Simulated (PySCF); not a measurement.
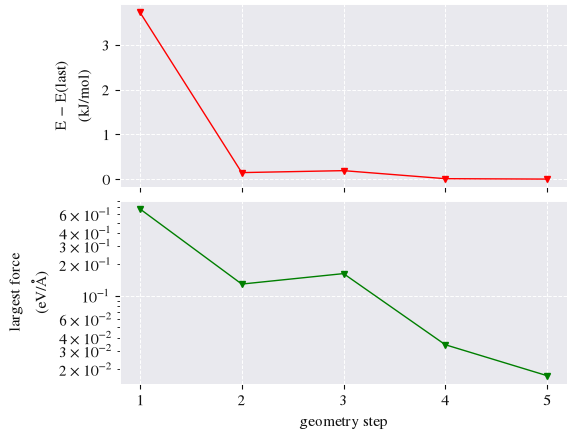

History of a geometry optimisation.

- system: C4H7ClO (SMILES CC(C)C(=O)Cl)
- method: PBE0-D3(BJ)/def2-SVP, geometry optimisation (PySCF)

### How did the optimisation end?

The optimisation met its thresholds at geometry 5, counting the start as the first. The energy fell by about 3.7 kJ/mol from the first step to the last. The largest force goes from about 0.68 eV/Å at the start to 0.017 eV/Å at the end.
